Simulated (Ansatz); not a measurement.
Three curves of one kind of scan: energy against volume (even scaling of the relaxed cell, symmetry kept). Computed with PBE (plane waves to 420 eV, PAW, scalar-relativistic; Ansatz, a quantum-chemistry and plane-wave program). Each is measured from its own zero (the relaxed starting cell). 

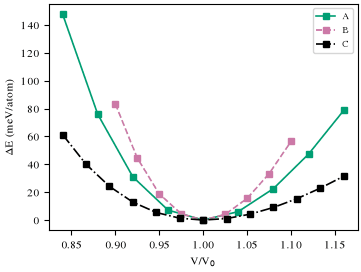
Figure. Curves A, B and C.

**Question.** Which curve belongs to the crystal with a fitted bulk modulus of 14.4 GPa and a relaxed volume of 37.18 Å³/atom?

**Answer.** Curve C, CsCl (CsCl type): near the minimum ΔE ≈ ½·B₀·V₀·(V/V₀ − 1)², with B₀·V₀ = 3.3 eV/atom.

All were relaxed with their symmetry unable to fall. Relaxed FeNi3 ends ferromagnetic. The relaxed volume of Sn is well above the measured one; the method has no dispersion term. The magnetic order is the one the run started from; other orders were not tried. (This holds for the magnetic or f-shell members.)

(A scan under strain: stresses follow from slopes of the energy per volume, elastic moduli from its curvatures.)
